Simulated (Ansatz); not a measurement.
# C₂₀H₂₆I···C₃F₆NO₄S₂ (SMILES CC(C)(C)c1ccc([I+]c2ccc(C(C)(C)C)cc2)cc1.O=S1(=O)[N-]S(=O)(=O)C(F)(F)C(F)(F)C1(F)F): what the fields show

Input

```
crystal:
  periodic: [false, false, false]
  atoms:
    - {symbol: C, position_ang: [-5.561230, 0.796047, -0.863864]}
    - {symbol: C, position_ang: [-5.066536, 0.464805, 0.555368]}
    - {symbol: C, position_ang: [-6.149774, 0.875491, 1.580581]}
    - {symbol: C, position_ang: [-4.815756, -1.058609, 0.634709]}
    - {symbol: C, position_ang: [-3.774374, 1.217431, 0.896292]}
    - {symbol: C, position_ang: [-3.228092, 2.192380, 0.037903]}
    - {symbol: C, position_ang: [-2.023361, 2.844567, 0.329709]}
    - {symbol: C, position_ang: [-1.383160, 2.506483, 1.522702]}
    - {symbol: I, position_ang: [0.543152, 3.343292, 1.872540]}
    - {symbol: C, position_ang: [1.940376, 1.978576, 0.996971]}
    - {symbol: C, position_ang: [2.235980, 2.090494, -0.365027]}
    - {symbol: C, position_ang: [3.215716, 1.233817, -0.877842]}
    - {symbol: C, position_ang: [3.872654, 0.275539, -0.072389]}
    - {symbol: C, position_ang: [4.966844, -0.620143, -0.675498]}
    - {symbol: C, position_ang: [4.460689, -1.309110, -1.963149]}
    - {symbol: C, position_ang: [5.419354, -1.716324, 0.306106]}
    - {symbol: C, position_ang: [6.179477, 0.279624, -1.014936]}
    - {symbol: C, position_ang: [3.502686, 0.193508, 1.284211]}
    - {symbol: C, position_ang: [2.530812, 1.037245, 1.839370]}
    - {symbol: C, position_ang: [-1.879049, 1.560915, 2.426368]}
    - {symbol: C, position_ang: [-3.084725, 0.932836, 2.096803]}
    - {symbol: H, position_ang: [-5.824884, 1.867745, -0.978589]}
    - {symbol: H, position_ang: [-6.476110, 0.209558, -1.081719]}
    - {symbol: H, position_ang: [-4.796848, 0.528991, -1.620185]}
    - {symbol: H, position_ang: [-7.097240, 0.339210, 1.366476]}
    - {symbol: H, position_ang: [-6.354563, 1.964953, 1.537692]}
    - {symbol: H, position_ang: [-5.848946, 0.625354, 2.617975]}
    - {symbol: H, position_ang: [-4.005152, -1.359786, -0.054531]}
    - {symbol: H, position_ang: [-4.517576, -1.384701, 1.650020]}
    - {symbol: H, position_ang: [-5.747226, -1.598270, 0.366342]}
    - {symbol: H, position_ang: [-3.715902, 2.425792, -0.916349]}
    - {symbol: H, position_ang: [-1.588643, 3.550375, -0.389692]}
    - {symbol: H, position_ang: [1.704336, 2.787942, -1.024920]}
    - {symbol: H, position_ang: [3.448965, 1.306483, -1.949867]}
    - {symbol: H, position_ang: [3.588994, -1.957307, -1.757197]}
    - {symbol: H, position_ang: [5.269860, -1.934800, -2.392107]}
    - {symbol: H, position_ang: [4.159354, -0.580098, -2.740558]}
    - {symbol: H, position_ang: [6.185709, -2.354693, -0.177179]}
    - {symbol: H, position_ang: [5.875992, -1.295142, 1.224688]}
    - {symbol: H, position_ang: [4.574337, -2.369941, 0.601168]}
    - {symbol: H, position_ang: [6.572151, 0.781860, -0.107326]}
    - {symbol: H, position_ang: [5.911508, 1.065937, -1.749181]}
    - {symbol: H, position_ang: [6.997331, -0.329083, -1.453034]}
    - {symbol: H, position_ang: [3.955232, -0.559872, 1.941126]}
    - {symbol: H, position_ang: [2.238353, 0.927659, 2.890927]}
    - {symbol: H, position_ang: [-1.325636, 1.266853, 3.327775]}
    - {symbol: H, position_ang: [-3.467318, 0.161331, 2.779788]}
    - {symbol: O, position_ang: [0.297692, -0.906216, 2.307751]}
    - {symbol: S, position_ang: [-0.450002, -1.187371, 1.058175]}
    - {symbol: O, position_ang: [-1.789717, -1.810341, 1.142460]}
    - {symbol: N, position_ang: [-0.296178, 0.131282, 0.110366]}
    - {symbol: S, position_ang: [-0.901079, 0.142673, -1.403479]}
    - {symbol: O, position_ang: [-0.475950, 1.419740, -2.024447]}
    - {symbol: O, position_ang: [-2.295996, -0.324557, -1.585284]}
    - {symbol: C, position_ang: [0.149493, -1.209971, -2.220198]}
    - {symbol: F, position_ang: [-0.325816, -1.460814, -3.458203]}
    - {symbol: F, position_ang: [1.420189, -0.745980, -2.328020]}
    - {symbol: C, position_ang: [0.162902, -2.546427, -1.417201]}
    - {symbol: F, position_ang: [-1.068182, -3.098050, -1.485039]}
    - {symbol: F, position_ang: [1.049617, -3.386077, -2.035911]}
    - {symbol: C, position_ang: [0.580077, -2.453714, 0.083112]}
    - {symbol: F, position_ang: [0.434945, -3.672043, 0.643596]}
    - {symbol: F, position_ang: [1.890262, -2.097337, 0.153829]}
basis:
  gaussian: {orbitals: def2-SVP, fitting: {mean_field: def2-universal-jkfit}, initial_orbitals: start.molden}
hamiltonian: {xc: pbe0, dispersion: d4}
scf: {omitted_lower_state_checks: [starts]}
output: {forces: true, orbitals: {seedname: orbitals}}
```

Launched as:

```sh
ansatz run in.yaml --threads 2 --pin off --events-out ev --progress --plain --max-ram 32768MiB --backend cuda --devices 0, --max-vram 18GiB
```

Geometry: PBE-D4/def2-SVP; core potentials replace the inner electrons of I; not at a stationary point (largest force 1.5 eV/Å).

Theory: Ansatz 0.2.0, RKS PBE0-D4/def2-SVP.

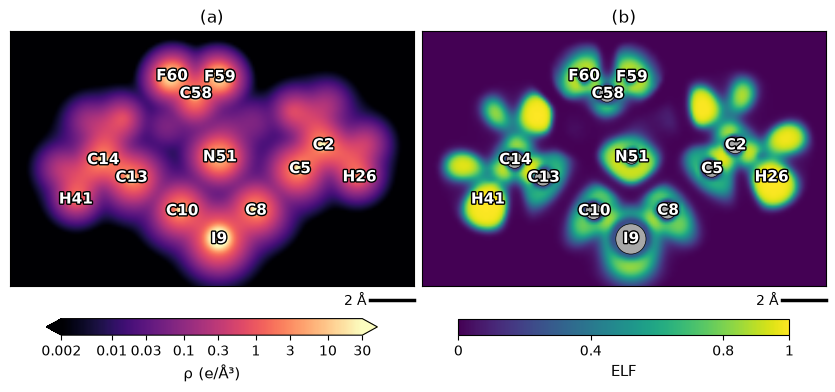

Figure 1. (a) electron density; (b) electron localisation function on the plane of atoms C8, I9 and C10. Grey discs cover the atomic cores in the ELF map.

What do the fields say about this system?

The section cuts through C, I, H, N and F sites.
C8···N51 (2.97 Å): the density falls to about 0.09 e/Å³ on the way; the ELF dips to about 0.05 between them; a weak contact between the two molecules.
C–F (1.35 Å): ρ at the midpoint is about 2.3 e/Å³, with its minimum of 1.8 e/Å³ about 0.5 Å from C; the ELF peaks at about 0.85 between the atoms (a polar covalent bond).
C–I (2.13 Å): ρ is about 0.83 e/Å³ halfway; the ELF peaks at about 0.85 between the atoms: a covalent bond.
The ELF also peaks beside I9, F59 and F60, away from the bonds: lone-pair regions.

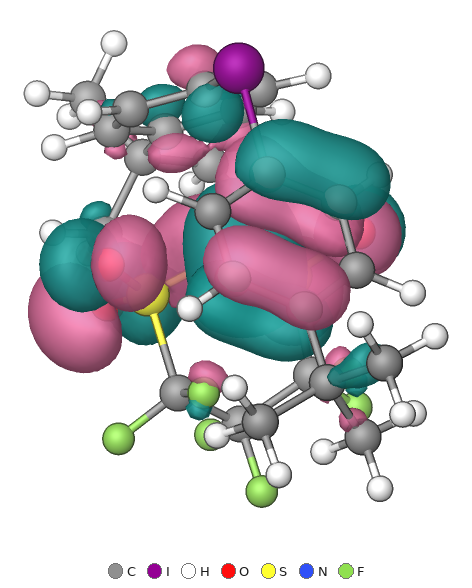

Figure 2. One frontier orbital at ±0.05 Å⁻³ᐟ² (teal and pink are the two phases), seen at an oblique angle.

Which orbital is it: HOMO or LUMO?

The HOMO, at −7.31 eV. Its weight (Hirshfeld) is mainly on N51 (about 30 %), O50 (about 15 %), O54 (about 15 %) and O48 (about 5 %).

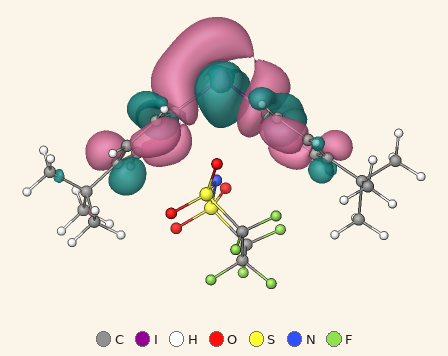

Figure 3. The LUMO at ±0.06 Å⁻³ᐟ² (teal and pink are the two phases), seen at a tilt.

Describe this orbital and give its energy.

It lies mainly on I9 (about 35 %), C10 (about 20 %) and C8 (about 10 %). Its energy is −2.45 eV.
